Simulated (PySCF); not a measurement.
Vertical excitations of a molecule C₄H₆Cl₂ from TDA-PBE/def2-SVPD in PySCF 2.14.0, as energy in eV (oscillator strength): 5.71 (0.038), 5.93 (0.002), 5.98 (0.015), 6.36 (0.031), 6.38 (0.014), 6.56 (0.003), 6.60 (0.001), 6.73 (0.057), 6.95 (0.014), 6.97 (0.014). Lowest triplet (TDA): 4.41 eV. Coordinates come from a ωB97X-D3(BJ)/def2-SVP optimisation. One conformer was computed; it need not be the lowest.

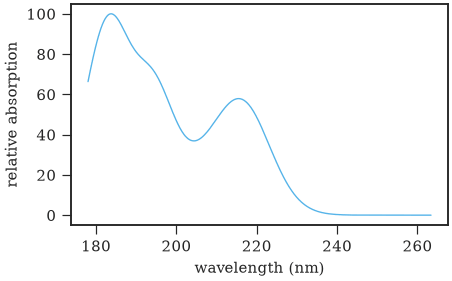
Figure: The lines broadened by 0.4 eV.

Q: Identify the compound among the candidates.
(A) C=CCC(Cl)Cl
(B) ClC(Cl)C1CC1
(C) C[C@H]1CC1(Cl)Cl
(D) C=C(Cl)CCCl

A: A, C=CCC(Cl)Cl
